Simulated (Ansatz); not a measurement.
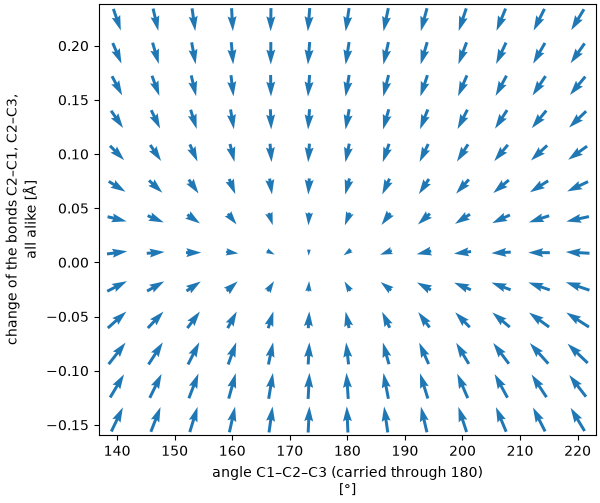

C₃H₄N, SMILES [CH-]=C=CN, charge −1. First axis: angle C1–C2–C3 (carried through 180). Second axis: change of the bonds C2–C1, C2–C3, all alike. Nothing is relaxed (all other coordinates rigid). Grid: 13 × 13 points. Points are written as (first, second). Method: RKS PBE0-D4/def2-SVPD in Ansatz.

In the figure: arrows along the force (downhill), their lengths compressed.

Q: The arrows alone are given. Where is the energy lowest?

A: The arrows converge at about (173°, 0.000 Å) (read from the interpolated surface).

The energy map of the same scan:

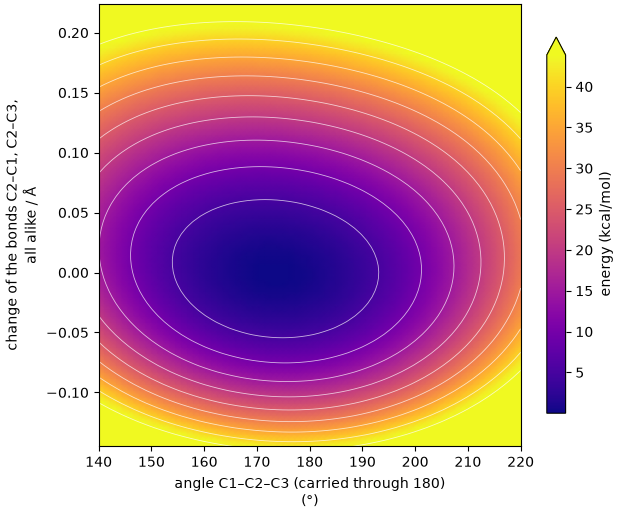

Energies are in kcal/mol, from the relaxed molecule at the same level; between grid points the surface is interpolated.
